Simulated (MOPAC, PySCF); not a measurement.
Bond stretch in ZnH, doublet.

Methods: UCCSD = PySCF with CCSD on UHF/def2-TZVP, 5 core orbitals frozen; UKS-wB97X-V = PySCF 2.14.0 with unrestricted wB97X-V/def2-TZVP; ROHF/def2-TZVP (PySCF); PM6, unrestricted, heats of formation (MOPAC); UHF/3-21G = unrestricted Hartree-Fock/3-21G run with PySCF.

Energies are in kcal/mol, each relative to the lowest point of its own curve near equilibrium.

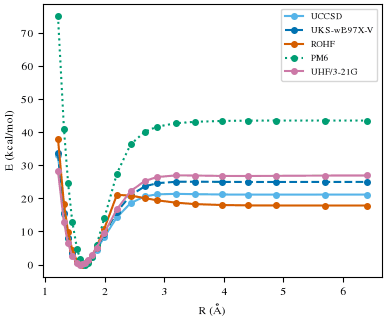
*Energy against bond length for each method.*

```csv
R / Å,UCCSD,UKS-wB97X-V,ROHF,PM6,UHF/3-21G
1.21,33.2,33.6,38.0,75.0,28.2
1.31,15.4,15.6,18.4,41.1,12.8
1.38,7.9,8.0,9.9,24.6,6.4
1.45,3.3,3.4,4.4,13.0,2.6
1.53,0.7,0.7,1.1,4.8,0.4
1.58,0.1,0.0,0.2,1.8,0.0
1.62,0.0,0.0,0.0,0.5,0.1
1.66,0.2,0.3,0.2,0.0,0.4
1.72,1.1,1.2,1.1,0.5,1.4
1.78,2.4,2.6,2.6,2.2,2.8
1.86,4.5,4.9,5.4,5.9,5.1
1.99,8.4,9.2,10.9,14.0,9.6
2.20,14.2,15.9,21.0,27.5,16.7
2.43,18.5,20.9,20.8,36.3,22.2
2.67,20.6,23.6,20.1,40.1,25.3
2.88,21.2,24.6,19.4,41.7,26.4
3.20,21.4,25.0,18.7,42.7,26.9
3.52,21.3,25.0,18.3,43.1,26.9
3.97,21.2,25.0,18.0,43.4,26.8
4.41,21.1,24.9,17.9,43.5,26.7
4.88,21.1,24.9,17.8,43.5,26.8
5.70,21.1,25.0,17.8,43.5,26.9
6.40,21.1,25.0,17.8,43.5,26.9
```

At the longest distance, 6.40 Å, PM6 lies highest above its minimum (43.5 kcal/mol) and ROHF lowest (17.8 kcal/mol).

The ROHF curve passes through a maximum at 2.20 Å and then falls by 3.2 kcal/mol up to the last usable point.

The unrestricted determinant behind UCCSD is spin-contaminated at 2.20 to 2.43 Å (<S²> up to 0.9, against 0.75 for a pure doublet). The unrestricted determinant behind UHF/3-21G is spin-contaminated at 2.20 to 2.67 Å (<S²> up to 0.9, against 0.75 for a pure doublet).
